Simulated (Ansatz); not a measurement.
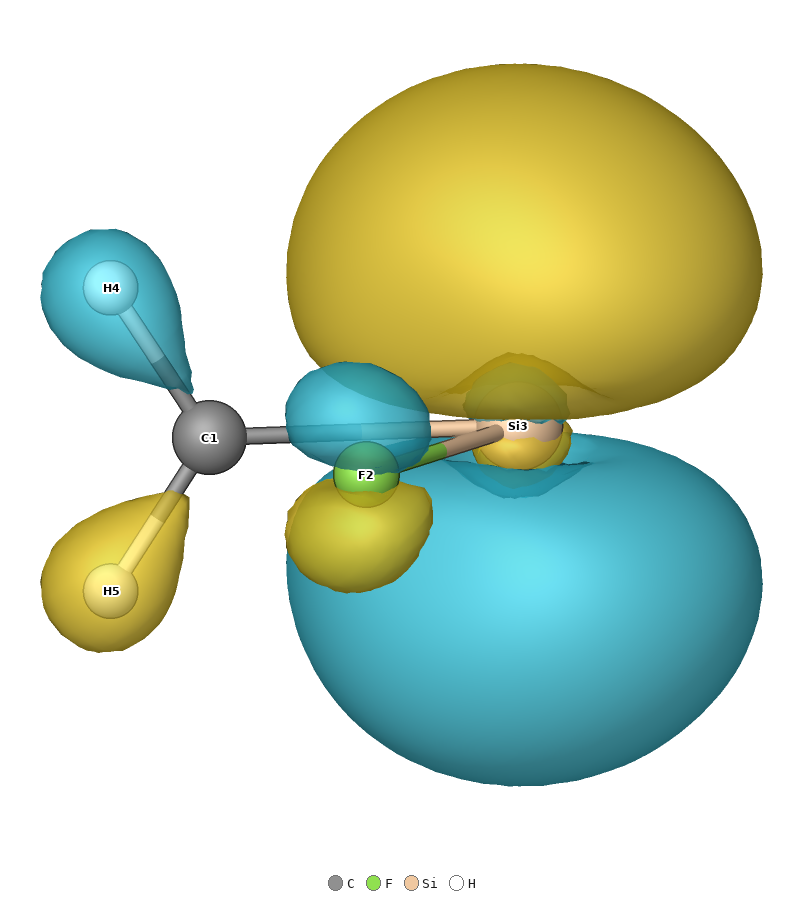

Figure. CH₂FSi (charge +1). The LUMO at ±0.1 Å⁻³ᐟ² (yellow and cyan are the two phases), seen at a tilt.

Geometry: B3LYP-D3(BJ)/def2-SVP.

Computed with isolated molecule in a Gaussian basis; Kohn-Sham density functional theory, functional PBE0 (Ansatz).

Input

```
basis:
  gaussian: {orbitals: def2-TZVPD}
crystal:
  periodic: [false, false, false]
  atoms:
    - {symbol: C, position_ang: [-0.032589, 0.025403, -0.005572]}
    - {symbol: F, position_ang: [0.515702, 0.651542, 1.310749]}
    - {symbol: Si, position_ang: [-1.196454, 1.233409, 0.865923]}
    - {symbol: H, position_ang: [-0.069709, -1.060356, 0.163655]}
    - {symbol: H, position_ang: [0.656520, 0.337132, -0.803596]}
output: {forces: true, orbitals: {seedname: orbitals}}
hamiltonian: {xc: pbe0}
total_charge: 1
```

Run with:

```sh
ansatz run input.yaml --threads 1 --pin off --max-ram 2610MiB --events-out events.jsonl --progress --plain --runs-dir runs
```

Describe this orbital and give its energy.

Answer. By Hirshfeld shares it lies mainly on Si3 (about 90 %). Its energy is −9.23 eV.
